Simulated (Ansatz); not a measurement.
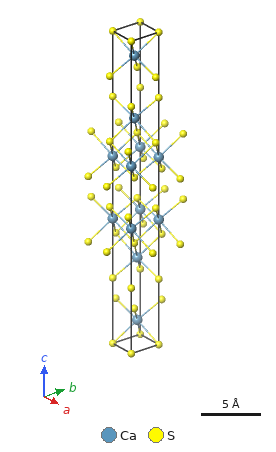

This is the input geometry for a relaxation of a crystal of Ca$_{2}$S$_{3}$ (built on the tetradymite_166 type) (coarse preliminary run). A ball-and-stick model of the conventional cell (3 times the calculation's cell), seen slightly off an axis. Lengths and directions refer to the drawn axes.

Case: tetradymite type (R-3m, No. 166).

These are results of DFT PBE, scalar-relativistic, plane waves, PAW in Ansatz 0.2.0, not measurements.

The input:
```yaml
crystal:
  lattice:
    - [1.961910881, 1.1327097753, 9.0944521238]
    - [-1.961910881, 1.1327097753, 9.0944521238]
    - [0.0, -2.2654195505, 9.0944521238]
  atoms:
    - { symbol: Ca, position: [0.4, 0.4, 0.4] }
    - { symbol: Ca, position: [0.6, 0.6, 0.6] }
    - { symbol: S, position: [0.0, 0.0, 0.0] }
    - { symbol: S, position: [0.2095, 0.2095, 0.2095] }
    - { symbol: S, position: [0.7905, 0.7905, 0.7905] }
basis:
  ecutwfc: 420
kpoints:
  mp_grid: { grid: [6, 6, 6] }
hamiltonian:
  xc: pbe
scf:
  occupations: { method: gaussian, width: 0.1 }
  lower_state_search: "off"
output:
  forces: true
  stress: true
  eigenvalues: true
relax:
  adjacent_minimum: "off"
  f_tol: 0.04
  max_steps: 70
  cell: { stress_tol: 0.4 }
```

Run as
```bash
ansatz run input.yaml --threads 1 --pin off --max-ram 2560MiB --backend cpu --events-out ev --progress --plain --runs-dir out
```

**What does the optimiser find from here?**

After 5 accepted moves (7 points after the start) the energy has fallen by 0.333 eV per cell of the calculation. The largest force component goes from 0.57 to 0.008 eV/Å. Pressure: 0.61 GPa at the start and −0.16 GPa at the end. The line search rejected the trial step at point 5 of the run. The SCF was repeated once at an unchanged geometry on a basis and grid sized afresh for the cell, which shifted the energy by 1.3 meV per cell of the calculation at most. The largest moves relative to the cell, 0.074 Å, are those of S4 and S5. S4 goes along +c. By element the largest moves are S 0.074 Å, Ca 0.055 Å. The volume changes by +0.9 %, with a = b 3.924 → 4.304 Å (+9.7 %), c 27.283 → 22.879 Å (−16.1 %). Some distances before and after: Ca1–S3 2.905 → 2.945 Å. Bond angles that change, for instance: Ca2–S4–Ca2 91.0° → 103.0°, S4–Ca2–S4 91.0° → 103.0°, S3–Ca2–S4 91.9° → 81.3°. The space group stays R-3m (No. 166).

Final geometry:

```xyz
5
Lattice="2.1520 1.2424 7.6264 -2.1520 1.2424 7.6264 0.0000 -2.4849 7.6264" Properties=species:S:1:pos:R:3 pbc="T T T"
Ca    0.0000    0.0000    9.2064
Ca    0.0000    0.0000   13.6727
S     0.0000    0.0000   22.8792
S     0.0000    0.0000    4.8672
S     0.0000    0.0000   18.0119
```

After the run, drawn alike:

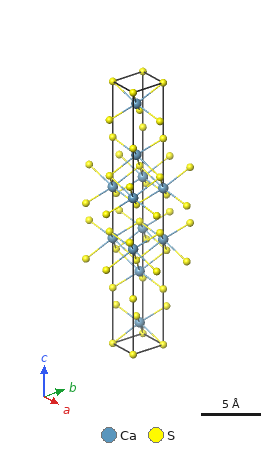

Limits of the set-up: layers or molecules are held without a dispersion correction, so their spacing is unreliable.
